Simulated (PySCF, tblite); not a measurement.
Dissociation curve of CN, doublet.

Computed with: UKS-PBE0 = unrestricted PBE0/cc-pVDZ in PySCF 2.14.0; UHF/cc-pVDZ (PySCF); GFN2-xTB, 300 K electronic temperature (tblite); UKS-BLYP = unrestricted BLYP/cc-pVDZ (PySCF).

Energies are in kJ/mol, each relative to the lowest point of its own curve near equilibrium.

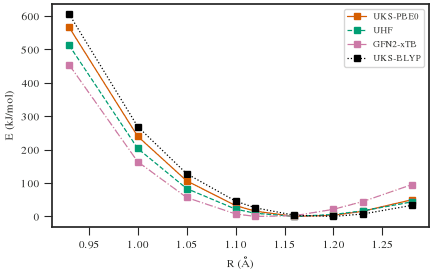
Figure: Energy against bond length for each method.

```tsv
R / Å	UKS-PBE0	UHF	GFN2-xTB	UKS-BLYP
0.93	566.2	512.2	453.9	605.5
1.00	239.8	203.4	163.8	269.0
1.05	106.5	83.4	56.6	127.9
1.10	32.4	21.8	7.3	45.7
1.12	15.7	9.4	0.0	25.8
1.16	0.0	0.0	1.9	3.4
1.20	3.3	5.6	21.3	0.0
1.23	15.5	16.6	44.5	7.1
1.28	49.8	43.4	95.1	33.0
```

At the longest distance, 1.28 Å, GFN2-xTB lies highest above its minimum (95.1 kJ/mol) and UKS-BLYP lowest (33.0 kJ/mol).

The scan ran from 0.93 to 4.65 Å; beyond the distances shown one of the unrestricted levels run for this scan, shown here or not, changes its spin distribution in one step. The unrestricted determinant behind UHF is spin-contaminated at 1.05 to 1.28 Å (<S²> up to 1.6, against 0.75 for a pure doublet).
